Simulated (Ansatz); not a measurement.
# TiH$_{2}$ClOF$_{3}$: geometry relaxation

TiH$_{2}$ClOF$_{3}$, computed with RKS B3LYP/def2-SVP (Ansatz 0.2.0).

It belongs to a series of runs on one base structure; here: end point B relaxed. Figures and captions count atoms from 1; the log counts them from 0 in places.

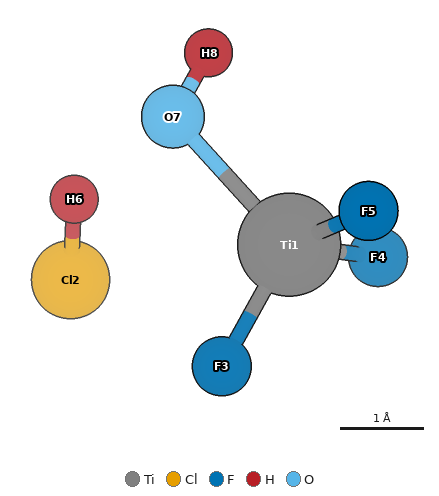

**Figure 1.** The input geometry (ball-and-stick view, seen at a tilt; atoms are numbered from 1 in the order of the input). Sticks mark near contacts.

The input:
```yaml
crystal:
  periodic: [false, false, false]
  atoms:
    - { symbol: Ti, position_ang: [-0.99687, -0.192691, -0.467653] }
    - { symbol: Cl, position_ang: [2.697112, -1.079887, 0.493691] }
    - { symbol: F, position_ang: [-0.287254, -0.879285, -1.881601] }
    - { symbol: F, position_ang: [-1.328652, -1.390861, 0.730736] }
    - { symbol: F, position_ang: [-2.517541, 0.50801, -0.902497] }
    - { symbol: H, position_ang: [2.168656, 0.122966, 0.490339] }
    - { symbol: O, position_ang: [0.268581, 1.334916, 0.316863] }
    - { symbol: H, position_ang: [-0.003932, 1.576733, 1.220121] }
basis:
  gaussian: { orbitals: def2-SVP }
hamiltonian:
  xc: b3lyp
relax:
  f_tol: 0.03
  max_steps: 50
output:
  orbitals: {}
```

Launched with:
```bash
ansatz run input.yaml --threads 2 --pin off --max-ram 3072MiB --backend cpu --events-out ev --progress --plain --runs-dir out
```

Log:
```
The last accepted step is kept in [file] (removed where the run ends without a failure and the disk answers)
Engine: ansatz 0.2.0, aarch64-unknown-linux-gnu
Functional definition: B3LYP
  parameter a0 = 0.2
  parameter ax = 0.72
  parameter ac = 0.81
  exchange = (1 - a0 - ax)*slater_x + ax*b88_x + a0*exact_x
  correlation = (1 - ac)*vwn_rpa_c + ac*lyp_c
1230 factors; integrals over basis functions are off by at most 3.3e-4 eV
mean field evaluation 1: about -45846.2832 eV, gradient 8.7e1 eV
mean field evaluation 2: about -45357.4479 eV, gradient 4.4e2 eV
mean field evaluation 4: about -45848.8009 eV, gradient 7.9e1 eV
mean field evaluation 8: about -45860.7152 eV, gradient 1.2e0 eV
mean field evaluation 16: about -45860.7520 eV, gradient 6.5e-4 eV
mean field -45860.75198166 eV, -1685.3515497918 hartree, gradient 3.6e-5 eV, S^2 0.000000; 0 other end points of the search recorded, 0 dependent functions left out
the calculation of the forces begins
reference -45860.75234031 eV, -1685.3515629719 hartree; 38, 38 occupied and 77, 77 virtual orbitals, 1230 factors
relax step   1: F+E_penalty+E_count = -45860.75198166 eV  Δ(F+E_penalty+E_count) = +0.000e0 eV  max|allowed force component| = 2.829e0 eV/Å  Δτ_max = 0.0000 Å  (32 SCF iters, accepted)
these checks for a lower state are left out or cut short: starts, cluster_reference, orbital_swaps, neighbouring_geometries, increment
1230 factors; integrals over basis functions are off by at most 4.2e-4 eV
mean field -45861.57359410 eV, -1685.3817434922 hartree, gradient 1.1e-5 eV, S^2 0.000000; 0 other end points of the search recorded, 0 dependent functions left out
[... from here on the field's lines of each further geometry are left out, up to the last ...]
relax step   2: F+E_penalty+E_count = -45861.57359410 eV  Δ(F+E_penalty+E_count) = -8.216e-1 eV  max|allowed force component| = 8.889e-1 eV/Å  Δτ_max = 0.1995 Å  (33 SCF iters, accepted)
relax step   3: F+E_penalty+E_count = -45861.59452286 eV  Δ(F+E_penalty+E_count) = -2.093e-2 eV  max|allowed force component| = 8.405e-1 eV/Å  Δτ_max = 0.1948 Å  (33 SCF iters, accepted)
relax step   4: F+E_penalty+E_count = -45861.58795380 eV  Δ(F+E_penalty+E_count) = +6.569e-3 eV  max|allowed force component| = 1.354e0 eV/Å  Δτ_max = 0.1995 Å  (33 SCF iters, rejected (line search))
relax step   5: F+E_penalty+E_count = -45861.64774150 eV  Δ(F+E_penalty+E_count) = -5.322e-2 eV  max|allowed force component| = 3.404e-1 eV/Å  Δτ_max = 0.0997 Å  (33 SCF iters, accepted)
relax step   6: F+E_penalty+E_count = -45861.65462103 eV  Δ(F+E_penalty+E_count) = -6.880e-3 eV  max|allowed force component| = 2.071e-1 eV/Å  Δτ_max = 0.0934 Å  (33 SCF iters, accepted)
relax step   7: F+E_penalty+E_count = -45861.65813441 eV  Δ(F+E_penalty+E_count) = -3.513e-3 eV  max|allowed force component| = 1.654e-1 eV/Å  Δτ_max = 0.0303 Å  (33 SCF iters, accepted)
relax step   8: F+E_penalty+E_count = -45861.66009040 eV  Δ(F+E_penalty+E_count) = -1.956e-3 eV  max|allowed force component| = 2.171e-1 eV/Å  Δτ_max = 0.0561 Å  (34 SCF iters, accepted)
relax step   9: F+E_penalty+E_count = -45861.66297944 eV  Δ(F+E_penalty+E_count) = -2.889e-3 eV  max|allowed force component| = 1.862e-1 eV/Å  Δτ_max = 0.0566 Å  (33 SCF iters, accepted)
relax step  10: F+E_penalty+E_count = -45861.66422046 eV  Δ(F+E_penalty+E_count) = -1.241e-3 eV  max|allowed force component| = 1.313e-1 eV/Å  Δτ_max = 0.0272 Å  (33 SCF iters, accepted)
relax step  11: F+E_penalty+E_count = -45861.66571485 eV  Δ(F+E_penalty+E_count) = -1.494e-3 eV  max|allowed force component| = 7.243e-2 eV/Å  Δτ_max = 0.0520 Å  (33 SCF iters, accepted)
relax step  12: F+E_penalty+E_count = -45861.66606985 eV  Δ(F+E_penalty+E_count) = -3.550e-4 eV  max|allowed force component| = 4.417e-2 eV/Å  Δτ_max = 0.0152 Å  (34 SCF iters, accepted)
relax step  13: F+E_penalty+E_count = -45861.66648408 eV  Δ(F+E_penalty+E_count) = -4.142e-4 eV  max|allowed force component| = 1.376e-1 eV/Å  Δτ_max = 0.0587 Å  (33 SCF iters, accepted)
relax step  14: F+E_penalty+E_count = -45861.66678614 eV  Δ(F+E_penalty+E_count) = -3.021e-4 eV  max|allowed force component| = 7.947e-2 eV/Å  Δτ_max = 0.0163 Å  (34 SCF iters, accepted)
relax step  15: F+E_penalty+E_count = -45861.66719668 eV  Δ(F+E_penalty+E_count) = -4.105e-4 eV  max|allowed force component| = 5.953e-3 eV/Å  Δτ_max = 0.0262 Å  (33 SCF iters, accepted)
relax step  16: F+E_penalty+E_count = -45861.66756573 eV  Δ(F+E_penalty+E_count) = -3.691e-4 eV  max|allowed force component| = 6.519e-2 eV/Å  Δτ_max = 0.0580 Å  (33 SCF iters, accepted)
relax step  17: F+E_penalty+E_count = -45861.66786460 eV  Δ(F+E_penalty+E_count) = -2.989e-4 eV  max|allowed force component| = 6.570e-2 eV/Å  Δτ_max = 0.0478 Å  (33 SCF iters, accepted)
relax step  18: F+E_penalty+E_count = -45861.66796458 eV  Δ(F+E_penalty+E_count) = -9.998e-5 eV  max|allowed force component| = 9.443e-2 eV/Å  Δτ_max = 0.0827 Å  (32 SCF iters, accepted)
relax step  19: F+E_penalty+E_count = -45861.66834803 eV  Δ(F+E_penalty+E_count) = -3.835e-4 eV  max|allowed force component| = 6.044e-2 eV/Å  Δτ_max = 0.0267 Å  (34 SCF iters, accepted)
relax step  20: F+E_penalty+E_count = -45861.66882817 eV  Δ(F+E_penalty+E_count) = -4.801e-4 eV  max|allowed force component| = 4.293e-2 eV/Å  Δτ_max = 0.0358 Å  (33 SCF iters, accepted)
relax step  21: F+E_penalty+E_count = -45861.66890553 eV  Δ(F+E_penalty+E_count) = -7.736e-5 eV  max|allowed force component| = 3.730e-2 eV/Å  Δτ_max = 0.0069 Å  (27 SCF iters, accepted)
relax step  22: F+E_penalty+E_count = -45861.66915218 eV  Δ(F+E_penalty+E_count) = -2.467e-4 eV  max|allowed force component| = 5.452e-2 eV/Å  Δτ_max = 0.0608 Å  (33 SCF iters, accepted)
the calculation of the forces begins
reference -45861.66964510 eV, -1685.3852733014 hartree; 38, 38 occupied and 77, 77 virtual orbitals, 1230 factors
relax step  23: F+E_penalty+E_count = -45861.66928773 eV  Δ(F+E_penalty+E_count) = -1.356e-4 eV  max|allowed force component| = 1.818e-2 eV/Å  Δτ_max = 0.0142 Å  (27 SCF iters, accepted)
```

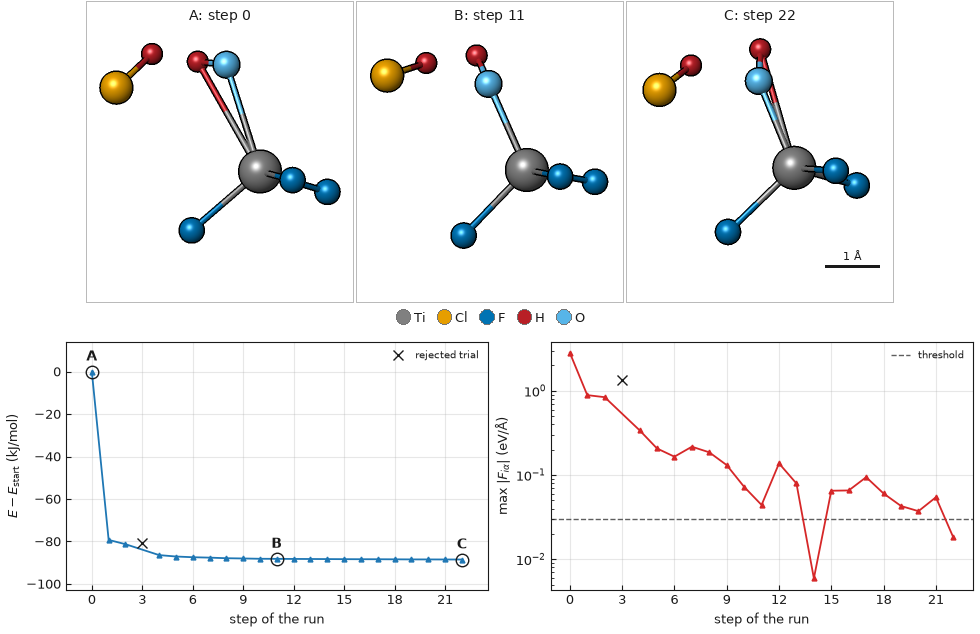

**Figure 2.** Frames of the relaxation (ball-and-stick view, seen at a tilt) above the curves, on which the letters mark them (the first geometry is step 0 here and step 1 in the log).

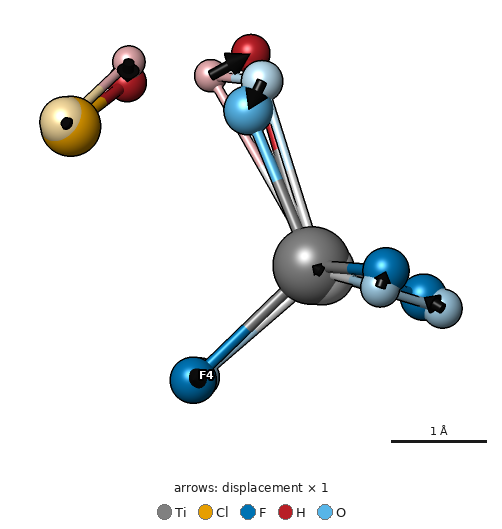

**Figure 3.** Start (faint) and end (solid) with the displacements as black arrows, at true length (ball-and-stick view, seen at a tilt). The two geometries are laid on each other by the best rigid fit. After 22 geometry steps the energy has fallen by 88.5 kJ/mol. The largest force component goes from 2.8 to 0.018 eV/Å. The line search rejected the trial step at point 3 (counted from 0) and went back. The atom that moves furthest after the best rigid fit is H8 (0.49 Å). Largest moves by element: H 0.49 Å, O 0.34 Å, F 0.26 Å, Ti 0.13 Å, Cl 0.10 Å. Among the contacts that change: Ti1–O7 2.133 → 1.791 Å, Ti1–H8 2.639 → 2.554 Å, Cl2–H6 1.314 → 1.299 Å, Ti1–F3 1.725 → 1.739 Å. Among the angles that change: Ti1–O7–H8 110.7° → 133.4°, Ti1–H8–O7 49.1° → 30.6°, F4–Ti1–H8 95.4° → 113.4°. (Atoms are counted from 1 in the order of the input.)

```
1230 factors; integrals over basis functions are off by at most 5.1e-4 eV
mean field -45861.66928773 eV, -1685.3852601682 hartree, gradient 1.1e-5 eV, S^2 0.000000; 1 other end points of the search recorded, 0 dependent functions left out
the calculation of the forces begins
reference -45861.66964510 eV, -1685.3852733014 hartree; 38, 38 occupied and 77, 77 virtual orbitals, 1230 factors
Total energy: -45861.66964510 eV, -1685.3852733014 hartree
Atom 0 at    -0.893412    -0.187438    -0.390909 Å, force    -0.010331    -0.001007     0.000419 eV/Å
Atom 1 at     2.592318    -1.061107     0.493777 Å, force    -0.003715     0.007870     0.001443 eV/Å
Atom 2 at    -0.222837    -0.703568    -1.909567 Å, force    -0.005590     0.002299    -0.000316 eV/Å
Atom 3 at    -1.175311    -1.543812     0.661797 Å, force     0.000467     0.006791    -0.004737 eV/Å
Atom 4 at    -2.424022     0.584697    -0.681564 Å, force     0.017639    -0.008080     0.002501 eV/Å
Atom 5 at     1.910740     0.038662     0.614440 Å, force     0.004726    -0.008178    -0.000376 eV/Å
Atom 6 at     0.183936     1.009235     0.392154 Å, force    -0.006987     0.018182     0.014076 eV/Å
Atom 7 at     0.028688     1.863232     0.819871 Å, force     0.003792    -0.017876    -0.013009 eV/Å
Dipole moment:    -0.167949     0.646684     0.222030 e Å
```

Trajectory as extended XYZ (Å, eV, eV/Å), 13 of the 23 frames kept, from step=1 to step=23:
```
8
Properties=species:S:1:pos:R:3:forces:R:3 step=1 energy=-45860.75198
Ti   -0.9969   -0.1927   -0.4677    2.2604   2.7171   1.3681
Cl    2.6971   -1.0799    0.4937   -0.2468   0.4544  -0.0119
F    -0.2873   -0.8793   -1.8816   -0.0137   0.0086   0.0367
F    -1.3287   -1.3909    0.7307    0.0085   0.0109  -0.0262
F    -2.5175    0.5080   -0.9025    0.0556  -0.0268   0.0296
H     2.1687    0.1230    0.4903   -0.0033  -0.3186  -0.0160
O     0.2686    1.3349    0.3169   -2.0950  -2.8290  -1.2670
H    -0.0039    1.5767    1.2201    0.0344  -0.0166  -0.1132
8
Properties=species:S:1:pos:R:3:forces:R:3 step=3 energy=-45861.59452
Ti   -0.8933   -0.1345   -0.4116   -0.3424  -0.3489  -0.3371
Cl    2.6561   -1.0060    0.5911   -0.5350   0.8405  -0.2570
F    -0.2087   -0.8140   -1.8491    0.1599  -0.0418  -0.1419
F    -1.2625   -1.3554    0.7640   -0.0010  -0.0912   0.1613
F    -2.4105    0.6047   -0.8253   -0.0906   0.1224   0.0200
H     1.9716    0.1052    0.3088    0.5373  -0.7846   0.3032
O     0.1956    1.0993    0.2826   -0.0311   0.2702   0.5058
H    -0.0482    1.5007    1.1395    0.3028   0.0333  -0.2543
8
Properties=species:S:1:pos:R:3:forces:R:3 step=5 energy=-45861.64774
Ti   -0.9301   -0.1672   -0.4151    0.3404   0.1989  -0.0512
Cl    2.6353   -0.9987    0.5512   -0.0044   0.0261  -0.0179
F    -0.1574   -0.7823   -1.8457   -0.0976  -0.0510   0.0296
F    -1.2729   -1.3901    0.7706   -0.0415  -0.0744   0.0129
F    -2.4328    0.6066   -0.8198   -0.0909   0.0033  -0.0191
H     1.9662    0.0990    0.3651    0.0104  -0.0107   0.0351
O     0.1711    1.0686    0.2887   -0.1580  -0.2111  -0.0776
H     0.0207    1.5640    1.1050    0.0418   0.1189   0.0884
8
Properties=species:S:1:pos:R:3:forces:R:3 step=7 energy=-45861.65813
Ti   -0.9426   -0.1727   -0.4205    0.0831   0.0418  -0.0373
Cl    2.7234   -0.9510    0.4836   -0.0569   0.0883   0.0132
F    -0.1946   -0.8304   -1.8458   -0.0701   0.0013   0.0633
F    -1.3428   -1.3964    0.7509    0.0136   0.0039  -0.0451
F    -2.4273    0.6346   -0.8374    0.0182  -0.0195  -0.0004
H     1.9634    0.1060    0.4639    0.0520  -0.0899  -0.0269
O     0.1732    1.0256    0.3105   -0.0606   0.0130   0.1654
H     0.0473    1.5841    1.0948    0.0207  -0.0390  -0.1321
8
Properties=species:S:1:pos:R:3:forces:R:3 step=8 energy=-45861.66009
Ti   -0.9362   -0.1728   -0.4202   -0.2171  -0.1686   0.0076
Cl    2.7245   -0.9214    0.5313   -0.0066   0.0388  -0.0161
F    -0.2272   -0.8497   -1.8538    0.0331   0.0286  -0.0029
F    -1.3593   -1.4200    0.7196    0.0271   0.0575  -0.0521
F    -2.4141    0.6536   -0.8273    0.0585  -0.0094   0.0138
H     1.9592    0.1248    0.4182    0.0356  -0.0643   0.0262
O     0.1859    0.9901    0.3408    0.0360   0.2064   0.1746
H     0.0672    1.5955    1.0914    0.0333  -0.0890  -0.1512
8
Properties=species:S:1:pos:R:3:forces:R:3 step=10 energy=-45861.66422
Ti   -0.9606   -0.1787   -0.4158   -0.0169   0.0056  -0.0117
Cl    2.7974   -0.8990    0.5008   -0.0180   0.0268   0.0024
F    -0.2258   -0.8458   -1.8416   -0.0138   0.0083   0.0184
F    -1.3956   -1.4299    0.7129    0.0090   0.0163  -0.0194
F    -2.4217    0.6677   -0.8374    0.0263  -0.0168   0.0113
H     1.9585    0.0936    0.4625    0.0202  -0.0301  -0.0045
O     0.1744    0.9732    0.3504   -0.0118   0.0791   0.1313
H     0.0735    1.6189    1.0682    0.0050  -0.0892  -0.1279
8
Properties=species:S:1:pos:R:3:forces:R:3 step=12 energy=-45861.66607
Ti   -0.9659   -0.1828   -0.4092   -0.0096   0.0133  -0.0037
Cl    2.8222   -0.8909    0.4954   -0.0032   0.0045   0.0008
F    -0.2293   -0.8319   -1.8419   -0.0066  -0.0007   0.0040
F    -1.4072   -1.4553    0.6921    0.0075   0.0002  -0.0039
F    -2.4220    0.6735   -0.8246    0.0198  -0.0018   0.0092
H     1.9527    0.0747    0.4860    0.0052  -0.0050   0.0031
O     0.1729    0.9480    0.3804    0.0029  -0.0442  -0.0301
H     0.0767    1.6646    1.0219   -0.0160   0.0335   0.0207
8
Properties=species:S:1:pos:R:3:forces:R:3 step=14 energy=-45861.66679
Ti   -0.9649   -0.1858   -0.4086   -0.0156  -0.0043   0.0020
Cl    2.8241   -0.8982    0.5045    0.0038  -0.0055   0.0004
F    -0.2414   -0.8126   -1.8579   -0.0015  -0.0009  -0.0029
F    -1.3900   -1.4795    0.6745    0.0068   0.0011  -0.0032
F    -2.4245    0.6757   -0.7973    0.0084   0.0021   0.0032
H     1.9502    0.0628    0.5176   -0.0043   0.0051   0.0034
O     0.1749    0.9366    0.3900   -0.0006   0.0795   0.0596
H     0.0715    1.7008    0.9773    0.0030  -0.0770  -0.0626
8
Properties=species:S:1:pos:R:3:forces:R:3 step=16 energy=-45861.66757
Ti   -0.9552   -0.1870   -0.4098   -0.0035  -0.0265  -0.0082
Cl    2.7912   -0.9329    0.5320   -0.0112   0.0090   0.0006
F    -0.2628   -0.7741   -1.8920   -0.0126   0.0117   0.0195
F    -1.3262   -1.5115    0.6567    0.0019   0.0195  -0.0170
F    -2.4334    0.6662   -0.7430    0.0139  -0.0132   0.0035
H     1.9417    0.0504    0.5643    0.0084  -0.0107   0.0000
O     0.1832    0.9415    0.3837   -0.0101   0.0652   0.0393
H     0.0616    1.7471    0.9080    0.0133  -0.0550  -0.0377
8
Properties=species:S:1:pos:R:3:forces:R:3 step=17 energy=-45861.66787
Ti   -0.9456   -0.1863   -0.4096   -0.0041  -0.0362  -0.0065
Cl    2.7577   -0.9605    0.5490   -0.0058   0.0015  -0.0017
F    -0.2709   -0.7496   -1.9097   -0.0159   0.0152   0.0277
F    -1.2815   -1.5267    0.6492    0.0024   0.0331  -0.0258
F    -2.4390    0.6521   -0.7123    0.0226  -0.0194   0.0042
H     1.9340    0.0440    0.5831    0.0032  -0.0026   0.0016
O     0.1881    0.9527    0.3769   -0.0217   0.0657   0.0366
H     0.0574    1.7744    0.8734    0.0193  -0.0574  -0.0361
8
Properties=species:S:1:pos:R:3:forces:R:3 step=19 energy=-45861.66835
Ti   -0.9188   -0.1846   -0.4026   -0.0292  -0.0449   0.0031
Cl    2.6723   -1.0232    0.5491   -0.0358   0.0422  -0.0062
F    -0.2562   -0.7126   -1.9217   -0.0209   0.0180   0.0392
F    -1.2066   -1.5431    0.6486    0.0074   0.0604  -0.0444
F    -2.4397    0.6147   -0.6786    0.0565  -0.0315   0.0080
H     1.9183    0.0360    0.5955    0.0327  -0.0358   0.0094
O     0.1898    0.9855    0.3768   -0.0345   0.0439   0.0192
H     0.0409    1.8271    0.8329    0.0238  -0.0524  -0.0283
8
Properties=species:S:1:pos:R:3:forces:R:3 step=21 energy=-45861.66891
Ti   -0.9138   -0.1861   -0.3976   -0.0145  -0.0202   0.0017
Cl    2.6538   -1.0297    0.5170   -0.0035   0.0028  -0.0024
F    -0.2384   -0.7187   -1.9088   -0.0149   0.0094   0.0185
F    -1.2138   -1.5380    0.6571    0.0048   0.0299  -0.0232
F    -2.4328    0.6086   -0.6929    0.0373  -0.0193   0.0054
H     1.9239    0.0419    0.5989   -0.0013  -0.0025   0.0032
O     0.1844    0.9898    0.3869   -0.0140   0.0002  -0.0015
H     0.0367    1.8321    0.8393    0.0060  -0.0003  -0.0019
8
Properties=species:S:1:pos:R:3:forces:R:3 step=23 energy=-45861.66929
Ti   -0.8934   -0.1874   -0.3909   -0.0103  -0.0010   0.0004
Cl    2.5923   -1.0611    0.4938   -0.0037   0.0079   0.0014
F    -0.2228   -0.7036   -1.9096   -0.0056   0.0023  -0.0003
F    -1.1753   -1.5438    0.6618    0.0005   0.0068  -0.0047
F    -2.4240    0.5847   -0.6816    0.0176  -0.0081   0.0025
H     1.9107    0.0387    0.6144    0.0047  -0.0082  -0.0004
O     0.1839    1.0092    0.3922   -0.0070   0.0182   0.0141
H     0.0287    1.8632    0.8199    0.0038  -0.0179  -0.0130
```

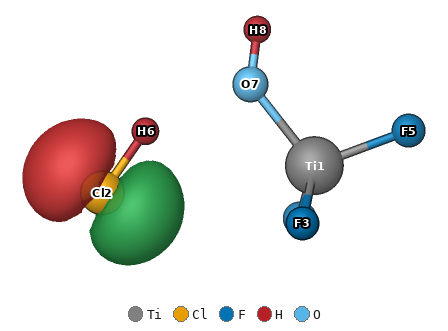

**Figure 4.** One frontier orbital at ±0.2 Å⁻³ᐟ² (green and red are the two phases), seen face on. The HOMO−1, at −8.53 eV.

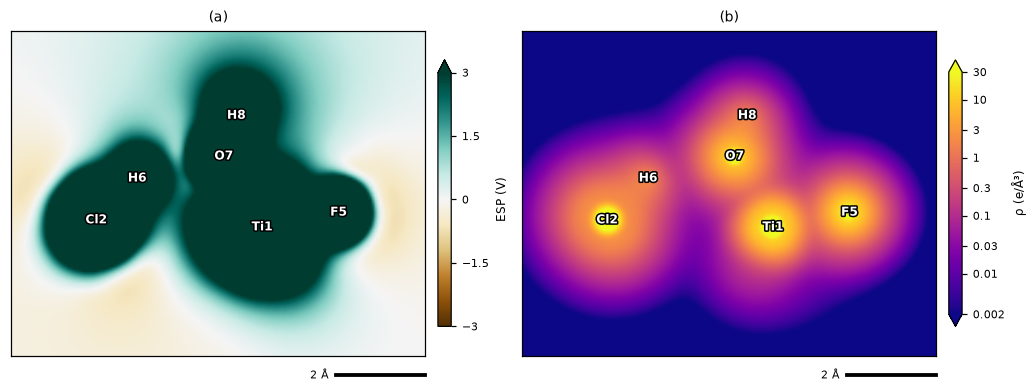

**Figure 5.** (a) molecular electrostatic potential; (b) electron density on the plane of atoms F5, Ti1 and O7. The plane passes through Ti, Cl, F, H and O nuclei. Ti–F (1.74 Å): ρ at the midpoint is about 1.1 e/Å³. Ti–O (1.79 Å): ρ is about 1 e/Å³ halfway. O–H (0.97 Å): ρ at the midpoint is about 3.6 e/Å³, with its minimum of 2.3 e/Å³ about 0.8 Å from O. Cl–H (1.30 Å): ρ is about 1.9 e/Å³ halfway, with its minimum of 1.6 e/Å³ about 1.0 Å from Cl.

Results in brief:

| quantity | value |
| --- | --- |
| outcome | converged |
| total energy | −45861.6696 eV |
| mean-field energy | −45861.6696 eV |
| largest force (length of the vector) at the end | 0.024 eV/Å |
| hardware | 2 threads of Arm Neoverse V2, 24 GiB of memory available, shared host |
| wall time | 96 s (CPU time 3.1 min) |
| peak memory | 0.3 GiB |
